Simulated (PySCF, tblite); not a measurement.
# C3H3F3O: dynamics, then NMR shifts and electronic excitations on frames, part 1 of 2

How do NMR shifts and electronic excitations of C3H3F3O (`C=COC(F)(F)F`) change as the atoms move?

Computed with tblite 0.8.0 and PySCF 2.14.0, with density-fitted response routines of our own, on a single molecule in the gas phase. Atoms are numbered from 0 throughout.

**1. The starting structure**

10 atoms, charge 0, multiplicity 1; geometry from: GFN2-xTB.

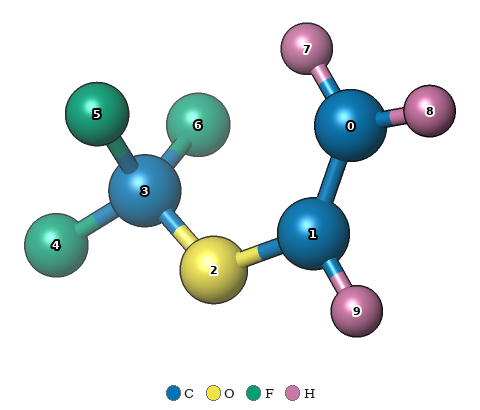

The starting geometry (carbon blue, oxygen yellow, fluorine teal, hydrogen pink), atoms numbered.

**2. Thermal motion with GFN2-xTB**

What the job is given:

```
{"job": {"kind": "md", "xc": "GFN2-xTB", "basis": "xTB", "temperature": 400, "steps": 2000, "every": 50, "frames": 5}, "charge": 0, "multiplicity": 1}
C     -1.413379    -0.336176     0.384093
C     -0.854534     0.094051    -0.726598
O      0.494271     0.369618    -0.949137
C      1.365901     0.200004     0.028742
F      2.576292     0.522786    -0.411575
F      1.131486     0.960165     1.111947
F      1.442485    -1.062252     0.483641
H     -0.874468    -0.534630     1.293427
H     -2.473377    -0.504895     0.405731
H     -1.385793     0.295983    -1.642797
```

Level: GFN2-xTB Langevin dynamics, gas phase.

Run with:

```sh
> OMP_NUM_THREADS=1 python probes_run.py task.json out
```

This one command runs all jobs of the session in turn.

What it wrote:

```text
t/fs     T/K      E/eV
    0.0   339.0   -713.08191
   25.0   160.1   -712.82636
   50.0   340.7   -712.81871
   75.0   395.5   -712.80251
  100.0   407.0   -712.74253
  125.0   391.5   -712.58273
  150.0   393.1   -712.66681
  175.0   428.0   -712.64763
  200.0   267.7   -712.37633
  225.0   435.0   -712.61663
  250.0   352.8   -712.56425
  275.0   354.0   -712.66444
  300.0   419.6   -712.63935
  325.0   509.2   -712.69397
  350.0   514.7   -712.70832
  375.0   411.3   -712.67446
  400.0   310.9   -712.56272
  425.0   523.0   -712.69440
  450.0   384.3   -712.60985
  475.0   356.4   -712.60217
  500.0   341.0   -712.65669
  525.0   421.4   -712.71864
  550.0   311.2   -712.58714
  575.0   440.4   -712.73196
  600.0   347.4   -712.62804
  625.0   420.6   -712.69073
  650.0   408.2   -712.82335
  675.0   335.3   -712.73816
  700.0   427.3   -712.76161
  725.0   289.5   -712.64234
  750.0   347.7   -712.82663
  775.0   415.0   -712.73649
  800.0   279.4   -712.70355
  825.0   374.0   -712.69134
  850.0   472.3   -712.75765
  875.0   364.3   -712.76463
  900.0   288.7   -712.71811
  925.0   277.6   -712.76792
  950.0   391.5   -712.76545
  975.0   641.1   -712.92599
 1000.0   644.8   -712.66416
```

Wall time 6.3 s (1 thread of Intel Xeon Platinum 8488C, shared host); peak memory 0.18 GiB.

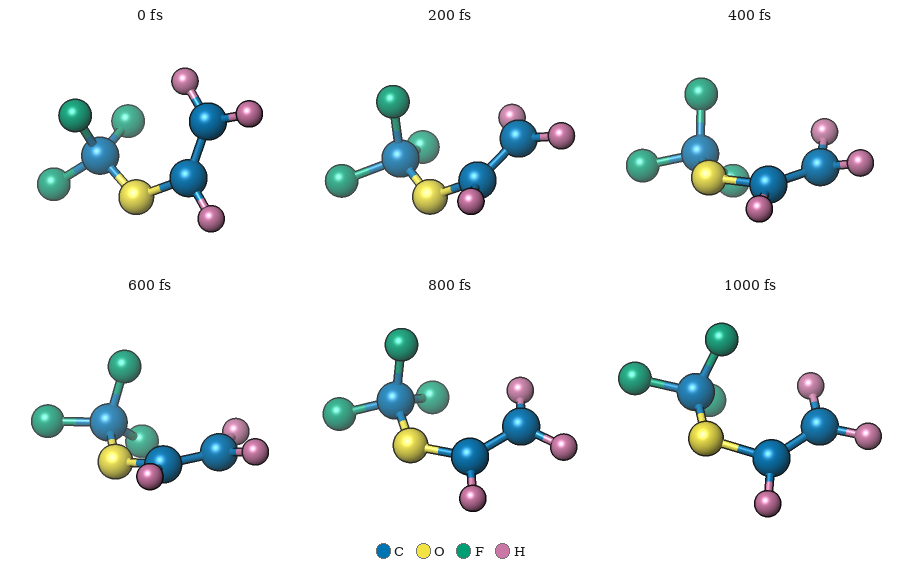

Frames of the run.

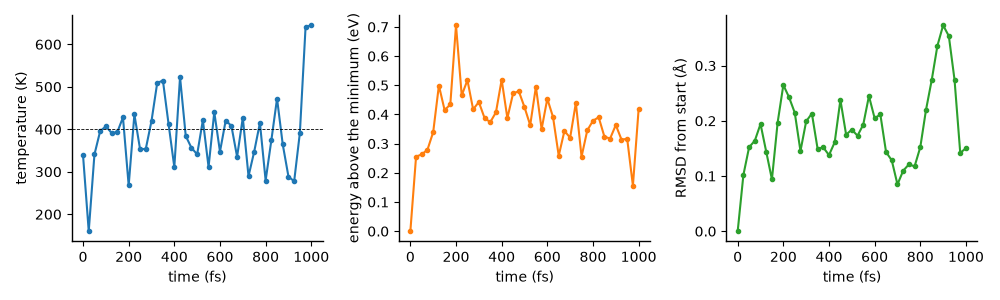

Temperature, potential energy and distance from the start.

Positions (Å) and forces (eV/Å) at 1000 fs:

```xyz
10

C    -1.837   -0.406   -0.133    1.078   -1.172    1.097
C    -1.207    0.676   -0.501    0.960    2.085   -0.337
O    -0.111    1.366    0.231   -1.773   -0.889   -1.409
C     0.458    0.671    1.155    1.691    0.561    0.950
F     1.470    1.359    1.744   -0.336    0.556   -0.276
F    -0.285    0.280    2.166   -1.053   -0.174    0.877
F     1.076   -0.418    0.746    0.298   -1.335   -0.846
H    -1.355   -0.987    0.680   -0.846    0.342   -0.344
H    -2.685   -0.907   -0.568    0.258    0.487   -0.333
H    -1.363    1.336   -1.369   -0.277   -0.460    0.621
```

**3. Shielding tensors: 250 fs, PBE0/pcSseg-1**

What the job is given:

```
{"job": {"kind": "nmr", "xc": "PBE0", "basis": "pcSseg-1", "pop": false}, "charge": 0, "multiplicity": 1}
C     -1.621800    -0.479000     0.159800
C     -1.044000     0.505300    -0.532000
O      0.377300     0.561300    -0.858300
C      1.239000     0.121700     0.036700
F      2.384300     0.720400    -0.010500
F      0.931200     0.150900     1.398700
F      1.499000    -1.223500    -0.115100
H     -1.200400    -1.384500     0.572500
H     -2.726400    -0.339600     0.171000
H     -1.649900     1.140800    -1.085100
```

Method: GIAO PBE0/pcSseg-1 NMR shielding, non-relativistic, gas phase.

What it wrote:

```text
coarse grid: 9464 points
cycle   1  E = -490.0443028346  dE =  1.156e+00  |g| = 1.022e+00  |ddm| = 2.721e+00
cycle   2  E = -489.8607880662  dE =  1.835e-01  |g| = 1.523e+00  |ddm| = 1.141e+00
cycle   3  E = -490.2218865836  dE = -3.611e-01  |g| = 8.560e-02  |ddm| = 6.978e-01
cycle   4  E = -490.2223171115  dE = -4.305e-04  |g| = 7.291e-02  |ddm| = 1.009e-01
cycle   5  E = -490.2233309480  dE = -1.014e-03  |g| = 1.130e-02  |ddm| = 4.790e-02
cycle   6  E = -490.2233557664  dE = -2.482e-05  |g| = 4.172e-03  |ddm| = 9.203e-03
cycle   7  E = -490.2233595184  dE = -3.752e-06  |g| = 9.174e-04  |ddm| = 2.998e-03
final grid: 95760 points
cycle   8  E = -490.2955004513  dE = -3.627e-05  |g| = 9.870e-03  |ddm| = 1.710e-02
cycle   9  E = -490.2954828942  dE =  1.756e-05  |g| = 1.425e-02  |ddm| = 1.241e-02
cycle  10  E = -490.2955175481  dE = -3.465e-05  |g| = 1.252e-03  |ddm| = 7.661e-03
cycle  11  E = -490.2955178633  dE = -3.153e-07  |g| = 4.246e-04  |ddm| = 1.077e-03
cycle  12  E = -490.2955178963  dE = -3.301e-08  |g| = 1.268e-04  |ddm| = 3.159e-04
cycle  13  E = -490.2955179000  dE = -3.630e-09  |g| = 2.911e-05  |ddm| = 9.661e-05
cycle  14  E = -490.2955179001  dE = -1.608e-10  |g| = 1.146e-05  |ddm| = 2.196e-05
converged SCF energy = -490.2955179001

GIAO shielding tensors (ppm)
atom      isotropic    diamagn.    paramagn.     s11        s22        s33       span
  0 C       64.530     255.677    -191.146    -51.589     84.689    160.491    212.079
  1 C       28.619     250.377    -221.758    -81.930     80.577     87.209    169.138
  2 O      164.870     397.274    -232.405    113.534    163.779    217.297    103.763
  3 C       53.162     236.233    -183.071     46.650     48.676     64.159     17.509
  4 F      246.662     467.938    -221.276    190.618    220.155    329.213    138.595
  5 F      213.320     475.679    -262.358    108.662    173.146    358.153    249.491
  6 F      209.469     474.835    -265.366    113.667    160.987    353.752    240.085
  7 H       25.565      30.656      -5.091     22.465     23.938     30.292      7.827
  8 H       25.855      27.363      -1.508     23.763     24.775     29.027      5.263
  9 H       25.275      30.324      -5.049     22.663     24.851     28.311      5.649
```

Run time: 9.9 s. Hardware: 1 thread of Intel Xeon Platinum 8488C, shared host; peak memory 0.62 GiB.

The references, computed at this level on geometries of the same kind, shield at (ppm): ¹H TMS 31.72, ¹³C TMS 186.9, ¹⁹F CFCl3 170.9, ¹⁷O H2O 336.1. Their shielding less the atom's gives the shift. The references are single molecules in the gas phase, so shifts against H2O, NH3, PH3, H3PO4 or CFCl3 are not on the usual liquid scales and can be off by tens of ppm. Each atom is listed at this fixed geometry, with no averaging over motion; a spectrum would average atoms that exchange fast.

```
atoms                                                  environment  σ (ppm)  δ (ppm)
   C1                                 alkene carbon bearing oxygen     28.6    158.3
   C3                                                   CF3 carbon     53.2    133.8
   C0                β carbon of an enol-ether or enamine type C=C     64.5    122.4
   H9                  hydrogen on an alkene carbon bearing oxygen    25.27     6.44
   H7  hydrogen on a β carbon of an enol-ether or enamine type C=C    25.57     6.15
   H8  hydrogen on a β carbon of an enol-ether or enamine type C=C    25.86     5.86
   O2                                                 ether oxygen    164.9    171.2
   F6                                    fluorine of an OCF3 group    209.5    -38.5
   F5                                    fluorine of an OCF3 group    213.3    -42.4
   F4                                    fluorine of an OCF3 group    246.7    -75.7
```

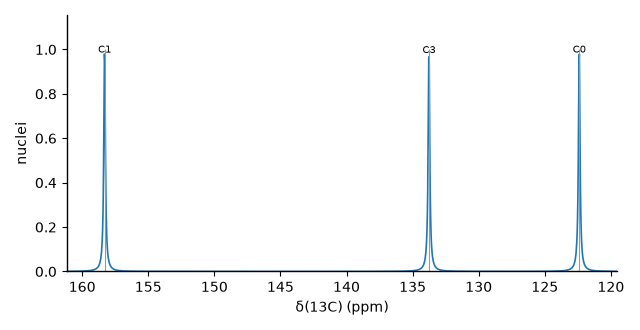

¹³C lines at the computed shifts, without couplings. Lines are broadened to a width of 0.14 ppm (Lorentzian).

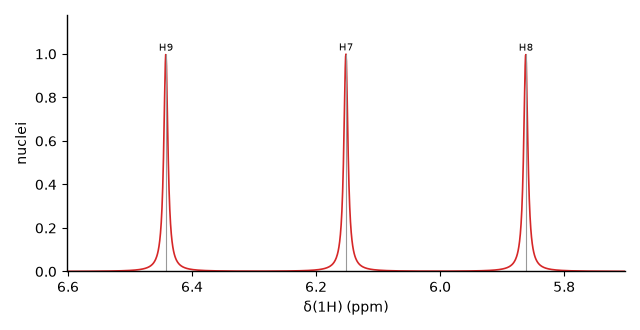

¹H lines at the computed shifts, without couplings. Lines are broadened to a width of 0.01 ppm (Lorentzian).

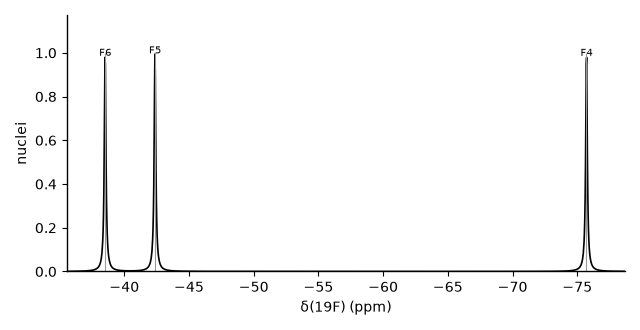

¹⁹F lines at the computed shifts, without couplings. Lines are broadened to a width of 0.15 ppm (Lorentzian).

**4. TDDFT and polarisability: 250 fs, PBE0/def2-SVPD**

The job, as its differences from that of step 3:

```diff
@@ -1,2 +1,2 @@
-{"job": {"kind": "nmr", "xc": "PBE0", "basis": "pcSseg-1", "pop": false}, "charge": 0, "multiplicity": 1}
+{"job": {"kind": "uv", "xc": "PBE0", "basis": "def2-SVPD", "nstates": 5, "ntriplets": 0}, "charge": 0, "multiplicity": 1}
 C     -1.621800    -0.479000     0.159800
```

Level: TDDFT PBE0/def2-SVPD, vertical, gas phase, core orbitals frozen in the response.

What it wrote:

```text
coarse grid: 9464 points
cycle   1  E = -489.7542327567  dE =  1.110e+00  |g| = 9.665e-01  |ddm| = 4.072e+00
cycle   2  E = -489.5843237794  dE =  1.699e-01  |g| = 1.427e+00  |ddm| = 1.952e+00
cycle   3  E = -489.9218253319  dE = -3.375e-01  |g| = 8.357e-02  |ddm| = 1.163e+00
cycle   4  E = -489.9224135321  dE = -5.882e-04  |g| = 6.549e-02  |ddm| = 1.440e-01
cycle   5  E = -489.9232683320  dE = -8.548e-04  |g| = 1.083e-02  |ddm| = 6.768e-02
cycle   6  E = -489.9232923556  dE = -2.402e-05  |g| = 3.873e-03  |ddm| = 1.584e-02
cycle   7  E = -489.9232957223  dE = -3.367e-06  |g| = 8.494e-04  |ddm| = 4.241e-03
final grid: 95760 points
cycle   8  E = -489.9961690438  dE = -2.989e-05  |g| = 9.497e-03  |ddm| = 7.341e-02
cycle   9  E = -489.9961527410  dE =  1.630e-05  |g| = 1.355e-02  |ddm| = 2.089e-02
cycle  10  E = -489.9961858328  dE = -3.309e-05  |g| = 1.120e-03  |ddm| = 1.241e-02
cycle  11  E = -489.9961860954  dE = -2.626e-07  |g| = 3.772e-04  |ddm| = 1.519e-03
cycle  12  E = -489.9961861235  dE = -2.807e-08  |g| = 1.123e-04  |ddm| = 4.384e-04
cycle  13  E = -489.9961861265  dE = -2.955e-09  |g| = 2.727e-05  |ddm| = 1.455e-04
cycle  14  E = -489.9961861266  dE = -1.470e-10  |g| = 1.061e-05  |ddm| = 3.495e-05
converged SCF energy = -489.9961861266

Static polarisability (au): isotropic 44.462, principal 35.800 43.548 54.036

Singlet excitations
state   eV       nm        f      main configurations
  1   7.1551    173.3   0.22111   H->L 0.91
  2   7.6214    162.7   0.02905   H->L+1 0.95
  3   8.2482    150.3   0.00195   H->L+2 0.65, H->L+4 0.29
  4   8.5554    144.9   0.00815   H->L+3 0.91
  5   8.7142    142.3   0.02110   H-1->L 0.59, H-3->L 0.11, H-2->L 0.09
```

It took 16 s on 1 thread of Intel Xeon Platinum 8488C, shared host; peak memory 0.72 GiB.

Frontier orbitals and where they lie:

```
orbital      eV                      atoms
 HOMO−3  -11.72  F6 18 %, C0 17 %, F5 16 %
 HOMO−2  -11.52   F5 41 %, F6 36 %, O2 8 %
 HOMO−1  -11.09  O2 45 %, F6 23 %, C1 10 %
   HOMO   -8.34  C0 37 %, C1 32 %, O2 17 %
   LUMO   -0.75   C0 37 %, C1 36 %, O2 7 %
 LUMO+1    0.65  C1 24 %, C0 21 %, H8 14 %
 LUMO+2    1.40  O2 20 %, C3 12 %, C0 11 %
```

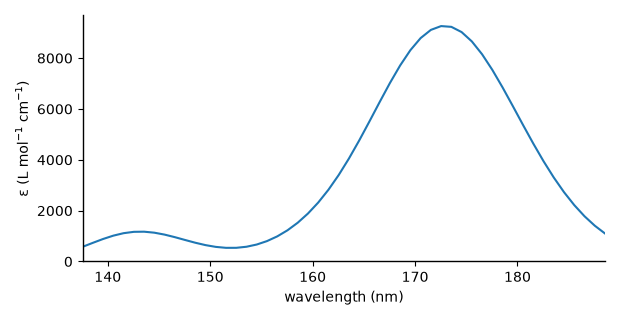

Absorption spectrum: each of the 5 states is a Gaussian band of 0.4 eV half-width at 1/e. Beyond the last state computed it falls off for lack of states.

Further results of this job:

```csv
property,computed
dipole moment (D),2.95
polarisability (Å³),6.59
HOMO–LUMO gap (eV),7.60
−ε(HOMO) (eV),8.34
```

**5. Nuclear shieldings: 425 fs, PBE0/pcSseg-1**

What the job is given:

```
{"job": {"kind": "nmr", "xc": "PBE0", "basis": "pcSseg-1", "pop": false}, "charge": 0, "multiplicity": 1}
C     -1.486500    -0.789100    -0.609800
C     -0.907700     0.439300    -0.640800
O      0.326600     0.817400    -0.139600
C      1.221500    -0.130400     0.146800
F      2.480400     0.459300     0.192700
F      1.055800    -0.681300     1.359000
F      1.228500    -1.096000    -0.683900
H     -1.122000    -1.688400    -0.303400
H     -2.470800    -0.709400    -1.015600
H     -1.441900     1.373400    -0.933100
```

Level: GIAO PBE0/pcSseg-1 NMR shielding, non-relativistic, gas phase.

What it wrote:

```text
coarse grid: 9464 points
cycle   1  E = -490.0564247104  dE =  1.293e+00  |g| = 1.018e+00  |ddm| = 2.738e+00
cycle   2  E = -489.8891206383  dE =  1.673e-01  |g| = 1.474e+00  |ddm| = 1.136e+00
cycle   3  E = -490.2329582834  dE = -3.438e-01  |g| = 1.031e-01  |ddm| = 6.963e-01
cycle   4  E = -490.2340618761  dE = -1.104e-03  |g| = 6.986e-02  |ddm| = 1.078e-01
cycle   5  E = -490.2349801523  dE = -9.183e-04  |g| = 1.463e-02  |ddm| = 4.825e-02
cycle   6  E = -490.2350226784  dE = -4.253e-05  |g| = 4.831e-03  |ddm| = 1.194e-02
cycle   7  E = -490.2350273523  dE = -4.674e-06  |g| = 9.721e-04  |ddm| = 3.346e-03
final grid: 95760 points
cycle   8  E = -490.3048506816  dE = -3.462e-05  |g| = 9.648e-03  |ddm| = 1.852e-02
cycle   9  E = -490.3048323570  dE =  1.832e-05  |g| = 1.419e-02  |ddm| = 1.252e-02
cycle  10  E = -490.3048666391  dE = -3.428e-05  |g| = 1.349e-03  |ddm| = 8.032e-03
cycle  11  E = -490.3048670379  dE = -3.989e-07  |g| = 3.790e-04  |ddm| = 1.165e-03
cycle  12  E = -490.3048670647  dE = -2.680e-08  |g| = 1.247e-04  |ddm| = 2.828e-04
cycle  13  E = -490.3048670680  dE = -3.317e-09  |g| = 3.217e-05  |ddm| = 9.322e-05
cycle  14  E = -490.3048670682  dE = -1.791e-10  |g| = 9.124e-06  |ddm| = 2.150e-05
converged SCF energy = -490.3048670682

GIAO shielding tensors (ppm)
atom      isotropic    diamagn.    paramagn.     s11        s22        s33       span
  0 C       81.864     255.230    -173.365    -26.919    100.443    172.069    198.988
  1 C       29.592     251.364    -221.771    -81.854     72.683     97.948    179.802
  2 O      148.745     398.925    -250.180     98.015    142.835    205.386    107.371
  3 C       56.140     238.936    -182.796     49.528     56.118     62.775     13.247
  4 F      218.840     470.919    -252.079    128.194    150.326    377.999    249.804
  5 F      241.665     473.942    -232.277    171.441    202.248    351.306    179.864
  6 F      265.207     472.692    -207.485    212.301    265.211    318.110    105.809
  7 H       27.309      33.100      -5.791     23.649     25.852     32.426      8.777
  8 H       27.142      28.746      -1.604     24.935     25.850     30.642      5.707
  9 H       24.491      28.503      -4.012     20.970     25.963     26.539      5.569
```

Wall time 11 s (1 thread of Intel Xeon Platinum 8488C, shared host); peak memory 0.66 GiB.

This run: δ C1 157.3, C3 130.8, C0 105.1, O2 187.3, H9 7.23, H8 4.57 ppm.

**6. TDDFT and polarisability: 425 fs, PBE0/def2-SVPD**

The job, as its differences from that of step 5:

```diff
@@ -1,2 +1,2 @@
-{"job": {"kind": "nmr", "xc": "PBE0", "basis": "pcSseg-1", "pop": false}, "charge": 0, "multiplicity": 1}
+{"job": {"kind": "uv", "xc": "PBE0", "basis": "def2-SVPD", "nstates": 5, "ntriplets": 0}, "charge": 0, "multiplicity": 1}
 C     -1.486500    -0.789100    -0.609800
```

Level: TDDFT PBE0/def2-SVPD, vertical, gas phase, core orbitals frozen in the response.

What it wrote:

```text
coarse grid: 9464 points
cycle   1  E = -489.7661156398  dE =  1.247e+00  |g| = 9.648e-01  |ddm| = 4.266e+00
cycle   2  E = -489.6114013713  dE =  1.547e-01  |g| = 1.382e+00  |ddm| = 2.064e+00
cycle   3  E = -489.9332203637  dE = -3.218e-01  |g| = 1.004e-01  |ddm| = 1.223e+00
cycle   4  E = -489.9344958349  dE = -1.275e-03  |g| = 6.234e-02  |ddm| = 1.558e-01
cycle   5  E = -489.9352607545  dE = -7.649e-04  |g| = 1.372e-02  |ddm| = 6.907e-02
cycle   6  E = -489.9352999042  dE = -3.915e-05  |g| = 4.534e-03  |ddm| = 1.936e-02
cycle   7  E = -489.9353042064  dE = -4.302e-06  |g| = 9.308e-04  |ddm| = 4.767e-03
final grid: 95760 points
cycle   8  E = -490.0055255216  dE = -3.292e-05  |g| = 8.934e-03  |ddm| = 7.255e-02
cycle   9  E = -490.0055092268  dE =  1.629e-05  |g| = 1.308e-02  |ddm| = 2.198e-02
cycle  10  E = -490.0055402172  dE = -3.099e-05  |g| = 1.243e-03  |ddm| = 1.308e-02
cycle  11  E = -490.0055405644  dE = -3.473e-07  |g| = 3.475e-04  |ddm| = 1.661e-03
cycle  12  E = -490.0055405885  dE = -2.411e-08  |g| = 1.119e-04  |ddm| = 4.164e-04
cycle  13  E = -490.0055405912  dE = -2.709e-09  |g| = 3.281e-05  |ddm| = 1.600e-04
cycle  14  E = -490.0055405914  dE = -1.945e-10  |g| = 8.823e-06  |ddm| = 3.814e-05
converged SCF energy = -490.0055405914

Static polarisability (au): isotropic 44.243, principal 35.053 43.003 54.673

Singlet excitations
state   eV       nm        f      main configurations
  1   7.0711    175.3   0.24373   H->L 0.85, H->L+1 0.10
  2   7.3057    169.7   0.06529   H->L+1 0.85, H->L 0.10
  3   8.0021    154.9   0.01162   H->L+2 0.90
  4   8.3466    148.5   0.00418   H->L+3 0.89
  5   8.9098    139.2   0.00710   H-1->L 0.72, H->L+5 0.13
```

It took 16 s on 1 thread of Intel Xeon Platinum 8488C, shared host; peak memory 0.73 GiB.

This run: HOMO -7.90 eV, LUMO -0.48 eV; lowest singlet 7.07 eV.

**7. NMR shieldings: 625 fs, PBE0/pcSseg-1**

What the job is given:

```
{"job": {"kind": "nmr", "xc": "PBE0", "basis": "pcSseg-1", "pop": false}, "charge": 0, "multiplicity": 1}
C     -1.463700    -0.683500    -0.424400
C     -0.796400     0.450700    -0.427200
O      0.670000     0.609400    -0.245800
C      1.234200    -0.337300     0.494100
F      2.452400     0.075400     0.866200
F      0.651800    -0.628800     1.696500
F      1.463500    -1.505400    -0.133200
H     -0.982900    -1.680900    -0.337700
H     -2.471000    -0.909100    -0.651100
H     -1.237900     1.434900    -0.550000
```

Method: GIAO PBE0/pcSseg-1 NMR shielding, non-relativistic, gas phase.

What it wrote:

```text
coarse grid: 9464 points
cycle   1  E = -490.0490047106  dE =  1.136e+00  |g| = 1.023e+00  |ddm| = 2.726e+00
cycle   2  E = -489.8721940114  dE =  1.768e-01  |g| = 1.510e+00  |ddm| = 1.132e+00
cycle   3  E = -490.2275184912  dE = -3.553e-01  |g| = 6.578e-02  |ddm| = 6.817e-01
cycle   4  E = -490.2277813188  dE = -2.628e-04  |g| = 5.700e-02  |ddm| = 8.221e-02
cycle   5  E = -490.2284291010  dE = -6.478e-04  |g| = 1.231e-02  |ddm| = 4.098e-02
cycle   6  E = -490.2284597418  dE = -3.064e-05  |g| = 3.433e-03  |ddm| = 9.719e-03
cycle   7  E = -490.2284624378  dE = -2.696e-06  |g| = 5.381e-04  |ddm| = 2.511e-03
final grid: 95760 points
cycle   8  E = -490.3007345155  dE = -3.868e-05  |g| = 1.015e-02  |ddm| = 2.068e-02
cycle   9  E = -490.3007135584  dE =  2.096e-05  |g| = 1.506e-02  |ddm| = 1.321e-02
cycle  10  E = -490.3007529782  dE = -3.942e-05  |g| = 1.212e-03  |ddm| = 8.213e-03
cycle  11  E = -490.3007532534  dE = -2.752e-07  |g| = 3.732e-04  |ddm| = 9.791e-04
cycle  12  E = -490.3007532752  dE = -2.176e-08  |g| = 1.256e-04  |ddm| = 2.592e-04
cycle  13  E = -490.3007532786  dE = -3.419e-09  |g| = 3.373e-05  |ddm| = 9.837e-05
cycle  14  E = -490.3007532788  dE = -2.444e-10  |g| = 1.208e-05  |ddm| = 2.727e-05
converged SCF energy = -490.3007532788

GIAO shielding tensors (ppm)
atom      isotropic    diamagn.    paramagn.     s11        s22        s33       span
  0 C       76.214     256.367    -180.154    -24.910     78.007    175.544    200.453
  1 C       29.283     249.311    -220.028    -65.662     67.871     85.640    151.302
  2 O      154.345     397.614    -243.269    101.139    162.330    199.566     98.427
  3 C       53.068     235.095    -182.027     46.621     49.771     62.811     16.190
  4 F      230.000     469.335    -239.335    155.420    181.488    353.092    197.672
  5 F      229.088     473.900    -244.812    146.649    180.039    360.575    213.926
  6 F      228.311     472.911    -244.600    149.246    194.203    341.483    192.237
  7 H       25.824      30.495      -4.672     22.708     24.799     29.965      7.257
  8 H       25.997      29.345      -3.348     25.162     25.694     27.135      1.973
  9 H       24.798      28.717      -3.920     21.802     26.248     26.343      4.541
```

Wall time 10 s (1 thread of Intel Xeon Platinum 8488C, shared host); peak memory 0.66 GiB.

Key values: δ C1 157.6, C3 133.9, C0 110.7, O2 181.7, H9 6.92, H7 5.89 ppm.

(Continued in part 2 of 2.)
